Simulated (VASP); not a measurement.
Band structure of HfGe$_{2}$ (space group I4/mcm). Method: PBE GGA, VASP's PBE PAW potentials (set 64) (plane waves; VASP).

Unless said otherwise, spin-orbit coupling is left out, though it shifts the bands of the heavy elements here.

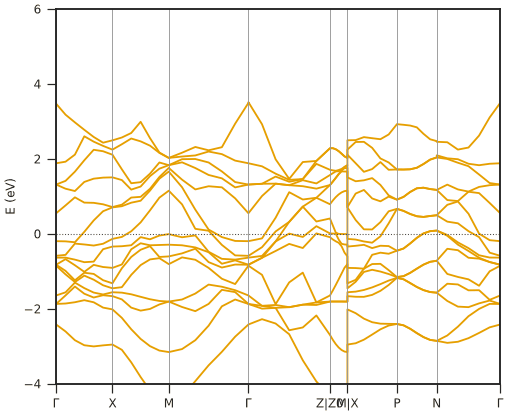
Fig. 1. Bands along high-symmetry lines, zero at the valence-band maximum or, without a gap, the Fermi level

Problem. Read the plot: is there a gap, and where are the band edges?

Solution. It has no gap at this level: it comes out as a metal or semimetal.

The structure was generated: HfGe2 was put into an ordered model structure, which need not be its known phase. The cell was not relaxed at this level. The k-mesh is coarse (spacing up to 0.44 per Å, 2π included), so the numbers may not be converged in it.
